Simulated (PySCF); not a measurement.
## Geometry relaxation of C2H2F2

System: C2H2F2.
Method: HF/def2-SVP tight geometry optimisation and Hessian, gas phase (PySCF 2.14.0).

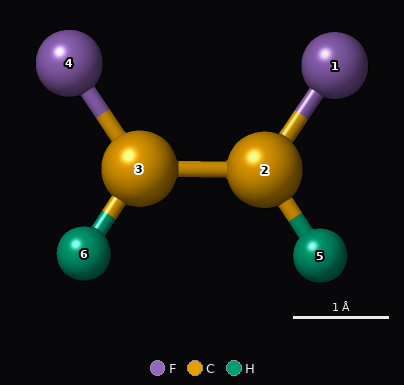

Fig. 1: The input geometry (ball-and-stick view, seen on its broad side; atoms are numbered from 1 in the order of the input).

Results in brief

| quantity | value |
| --- | --- |
| outcome | converged |
| wavenumbers, lowest and highest | 256 and 3432 cm⁻¹ |
| hardware | 1 CPU thread, shared host |
| wall time | 20 s |
| peak memory | 0.37 GiB |

Input
```
{"job": {"xc": "HF", "basis": "def2-SVP", "grid": 2, "temperatures": [200, 250], "j": false, "kind": "geom"}, "charge": 0, "multiplicity": 1}
F      1.433337     1.001656    -0.006430
C      0.660331    -0.086425    -0.020917
C     -0.660145    -0.048082    -0.010414
F     -1.368626     1.082849     0.015072
H      1.221898    -1.007233    -0.041907
H     -1.274305    -0.934803    -0.021702
```

The first line tells a small driver script what to run in PySCF; the rest is the geometry in Å.

Run as:
```bash
OMP_NUM_THREADS=1 python <driver script> task.json out
```

Output
```
step   0  E = -7496.8874838 eV  max force = 0.78321
step   1  E = -7496.9147667 eV  max force = 0.19743
step   2  E = -7496.9161880 eV  max force = 0.05155
step   3  E = -7496.9162096 eV  max force = 0.00897
step   4  E = -7496.9162108 eV  max force = 0.00109
step   5  E = -7496.9162108 eV  max force = 0.00109
step   6  E = -7496.9162108 eV  max force = 0.00000
harmonic wavenumbers (cm-1): 256.4 562.6 845.6 882.4 1021.5 1126.9 1251.8 1395.9 1528.9 1970.8 3408.4 3432.3
```

Trajectory as extended XYZ (Å, eV, eV/Å), 7 frames, from step=0 to step=6
```
6
Properties=species:S:1:pos:R:3:forces:R:3 step=0 energy=-7496.88748
F     1.4333    1.0017   -0.0064   -0.7067  -0.7042  -0.0095
C     0.6603   -0.0864   -0.0209   -0.0340   0.7832   0.0167
C    -0.6601   -0.0481   -0.0104    0.0795   0.7771   0.0125
F    -1.3686    1.0828    0.0151    0.6656  -0.7429  -0.0170
H     1.2219   -1.0072   -0.0419   -0.1120  -0.0527   0.0004
H    -1.2743   -0.9348   -0.0217    0.1077  -0.0605  -0.0030
6
Properties=species:S:1:pos:R:3:forces:R:3 step=1 energy=-7496.91477
F     1.3958    1.0014   -0.0066    0.1658   0.1427   0.0021
C     0.6562   -0.0805   -0.0206   -0.1880  -0.1889  -0.0034
C    -0.6557   -0.0425   -0.0104    0.1772  -0.1974  -0.0038
F    -1.3310    1.0804    0.0151   -0.1577   0.1516   0.0033
H     1.2032   -1.0111   -0.0415    0.0254   0.0454   0.0006
H    -1.2559   -0.9398   -0.0223   -0.0227   0.0467   0.0012
6
Properties=species:S:1:pos:R:3:forces:R:3 step=2 energy=-7496.91619
F     1.4030    1.0001   -0.0065   -0.0087  -0.0025  -0.0001
C     0.6556   -0.0817   -0.0207    0.0515   0.0059   0.0003
C    -0.6551   -0.0438   -0.0103   -0.0513   0.0082  -0.0001
F    -1.3383    1.0796    0.0150    0.0086  -0.0029   0.0001
H     1.2070   -1.0089   -0.0416   -0.0075  -0.0042  -0.0002
H    -1.2595   -0.9374   -0.0222    0.0073  -0.0045   0.0000
6
Properties=species:S:1:pos:R:3:forces:R:3 step=3 energy=-7496.91621
F     1.4030    1.0004   -0.0065   -0.0018  -0.0042   0.0000
C     0.6559   -0.0815   -0.0207   -0.0087   0.0046  -0.0003
C    -0.6555   -0.0435   -0.0104    0.0090   0.0043   0.0005
F    -1.3384    1.0798    0.0150    0.0015  -0.0043  -0.0002
H     1.2060   -1.0093   -0.0416    0.0021  -0.0002   0.0001
H    -1.2586   -0.9379   -0.0222   -0.0022  -0.0002  -0.0001
6
Properties=species:S:1:pos:R:3:forces:R:3 step=4 energy=-7496.91621
F     1.4030    1.0003   -0.0065    0.0004   0.0008  -0.0001
C     0.6558   -0.0815   -0.0207   -0.0003  -0.0010   0.0003
C    -0.6554   -0.0435   -0.0104    0.0003  -0.0011  -0.0003
F    -1.3383    1.0797    0.0150   -0.0003   0.0009   0.0001
H     1.2062   -1.0093   -0.0416   -0.0002   0.0002  -0.0001
H    -1.2588   -0.9378   -0.0222    0.0002   0.0002   0.0001
6
Properties=species:S:1:pos:R:3:forces:R:3 step=5 energy=-7496.91621
F     1.4030    1.0003   -0.0065    0.0004   0.0008  -0.0001
C     0.6558   -0.0815   -0.0207   -0.0003  -0.0010   0.0003
C    -0.6554   -0.0435   -0.0104    0.0003  -0.0011  -0.0003
F    -1.3383    1.0797    0.0150   -0.0003   0.0009   0.0001
H     1.2062   -1.0093   -0.0416   -0.0002   0.0002  -0.0001
H    -1.2588   -0.9378   -0.0222    0.0002   0.0002   0.0001
6
Properties=species:S:1:pos:R:3:forces:R:3 step=6 energy=-7496.91621
F     1.4029    1.0003   -0.0065    0.0000   0.0000   0.0000
C     0.6558   -0.0815   -0.0207    0.0000   0.0000   0.0000
C    -0.6554   -0.0435   -0.0104    0.0000   0.0000   0.0000
F    -1.3383    1.0798    0.0150    0.0000   0.0000   0.0000
H     1.2062   -1.0093   -0.0416    0.0000   0.0000   0.0000
H    -1.2588   -0.9378   -0.0222    0.0000   0.0000   0.0000
```

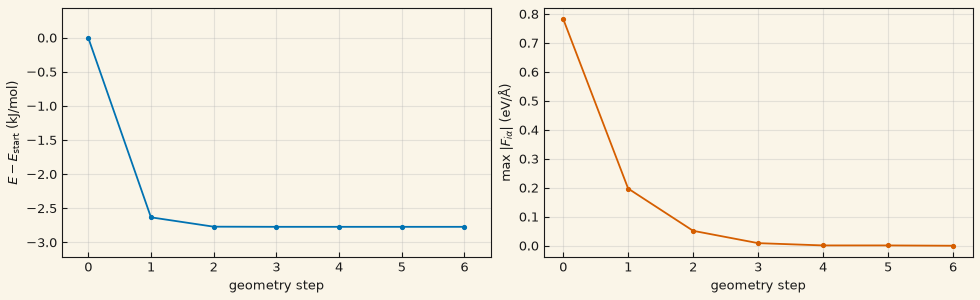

Fig. 2: Progress of the relaxation, step by step (steps are counted from 0).

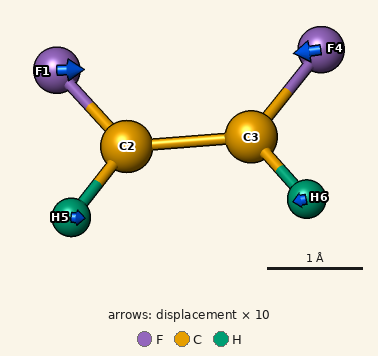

Fig. 3: The starting structure with the displacements as blue arrows, magnified 10 times (ball-and-stick view, seen at an oblique angle). The two geometries are laid on each other by the best rigid fit. Over 6 geometry steps the energy falls by 2.77 kJ/mol. The largest force component goes from 0.78 to under 0.0001 eV/Å. The largest moves after the best rigid fit, 0.030 Å, are those of F1 and F4. By element the largest moves are F 0.030 Å, H 0.016 Å, C 0.007 Å. Distances before and after: C3–F4 1.335 → 1.315 Å, C2–C3 1.321 → 1.312 Å. (Atoms are counted from 1 in the order of the input.)

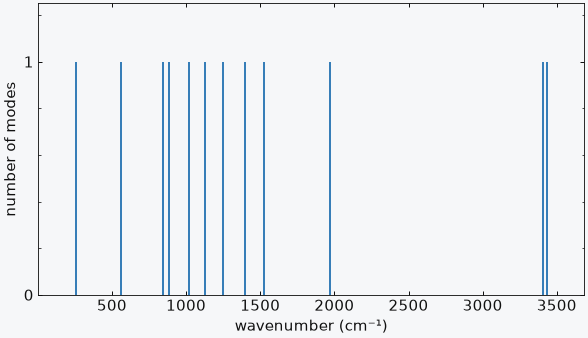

Fig. 4: Harmonic vibrational wavenumbers from the force constants; neighbouring modes closer than 14 cm⁻¹ are counted in one stick. 12 modes from 256 to 3432 cm⁻¹, none imaginary.
